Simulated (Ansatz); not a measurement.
C$_{2}$H$_{6}$ClO$_{2}$Sc (SMILES C[O][Sc]([Cl])[O]C)

The calculation's input:

```
crystal:
  periodic: [false, false, false]
  atoms:
    - {symbol: C, position_ang: [-2.278980, 1.543579, 0.164354]}
    - {symbol: O, position_ang: [-1.301319, 0.690206, 0.655644]}
    - {symbol: Sc, position_ang: [0.068959, -0.439310, 1.160513]}
    - {symbol: Cl, position_ang: [0.193543, -1.248731, 3.345682]}
    - {symbol: O, position_ang: [1.342527, -0.913374, -0.089146]}
    - {symbol: C, position_ang: [2.239722, -1.197306, -1.108877]}
    - {symbol: H, position_ang: [-2.375865, 2.429586, 0.801934]}
    - {symbol: H, position_ang: [-3.252735, 1.041554, 0.136708]}
    - {symbol: H, position_ang: [-2.038145, 1.877265, -0.851792]}
    - {symbol: H, position_ang: [2.027858, -0.595883, -2.000676]}
    - {symbol: H, position_ang: [3.267127, -0.987640, -0.790467]}
    - {symbol: H, position_ang: [2.184407, -2.255147, -1.389777]}
basis:
  gaussian: {orbitals: def2-TZVPP}
hamiltonian: {xc: pbe0, dispersion: d4}
output: {orbitals: {seedname: orbitals}}
```

Run with:

```sh
ansatz run in.yaml --threads 4 --pin off --events-out ev --progress --plain --max-ram 11315MiB
```

Geometry: PBE0-D4/def2-TZVP.

Level of theory: Ansatz 0.2.0, RKS PBE0-D4/def2-TZVPP.

> What will maps of the electron density and electron localisation function show?

C–O (1.39 Å): ρ is about 2.1 e/Å³ halfway, with its minimum of 1.8 e/Å³ about 0.5 Å from C; the ELF peaks at about 0.90 between the atoms, as expected for a polar covalent bond.
Sc–O (1.85 Å): ρ is about 0.83 e/Å³ halfway; the ELF peaks at about 0.80 in the valence shell of O, 0.5 Å from its nucleus, and drops to about 0.15 between the two atoms.
Sc–Cl (2.33 Å): ρ is about 0.52 e/Å³ halfway; the ELF peaks at about 0.85 in the valence shell of Cl, 0.8 Å from its nucleus, and is about 0.35 at the midpoint.
C–H (1.10 Å): ρ is about 2 e/Å³ halfway; the ELF climbs to about 1 towards the hydrogen, as it does in any bond to H: a covalent bond by its length.

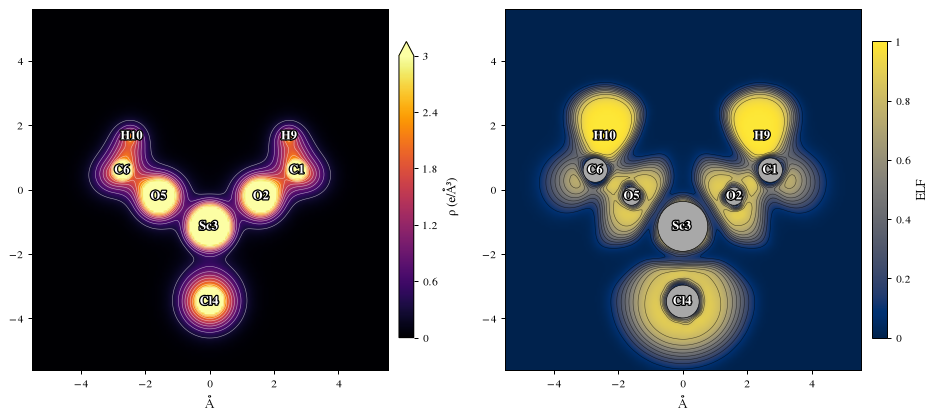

Computed electron density and electron localisation function on the plane of atoms O2, Sc3 and O5, in this order. Grey discs cover the atomic cores in the ELF map. 
